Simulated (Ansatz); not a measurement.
**Abstraction of H: HNCO + GeH2(CC)Cl → NCO + C2H3ClGe**

Species: HNCO (isocyanic acid) `N=C=O`, singlet; GeH2(CC)Cl, doublet; NCO `[N]=C=O`, doublet; C2H3ClGe `C#[C][GeH2][Cl]`, singlet. A radical takes H: the energy is the difference in strength between the N–H bond broken and the C–H bond made.

Shapes, held fixed at every level: PBE0-D4/def2-TZVP. Programs: Ansatz 0.2.0. The zero-point and thermal change to 298 K, harmonic and unscaled (PBE0-D4/def2-TZVP), is -0.7 kJ/mol.

```csv
level,kind,ΔH(298 K) (kJ/mol),CPU time (sum over the molecules)
HF/def2-SVP,Hartree–Fock,-74.2,–
HF/def2-TZVPP,Hartree–Fock,-81.5,–
SPW92/def2-TZVPP,LDA,-74.3,21 s
B3LYP-D4/def2-TZVPP,global hybrid,-101.0,70 s
r2SCAN0-D4/def2-TZVPP,global hybrid,-86.2,97 s
wB97M-V/def2-TZVPP,range-separated hybrid,-104.9,3.6 min
wB97X-V/def2-TZVPP,range-separated hybrid,-105.5,2.7 min
B2PLYP/def2-TZVPP,double hybrid,-95.9,91 s
```

B2PLYP/def2-TZVPP gives ΔH(298 K) = -95.9 kJ/mol; the levels span -105.5 to -74.2. The median of the levels is -91.0. No measured value is set beside it here. Spin contamination: GeH2(CC)Cl (⟨S²⟩ up to 1.16), NCO (⟨S²⟩ up to 0.84). Open shells run unrestricted. Relativity is left out for Ge. Outer-core shells of Ge are correlated, in sets that cover them unevenly. Times are processor times on shared x86 and Arm servers, and rough.

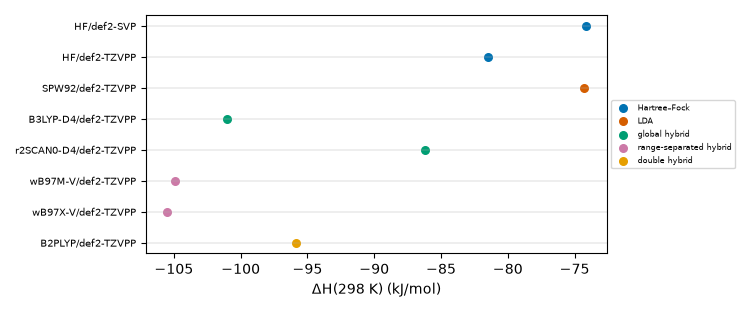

The values of the table, level by level.
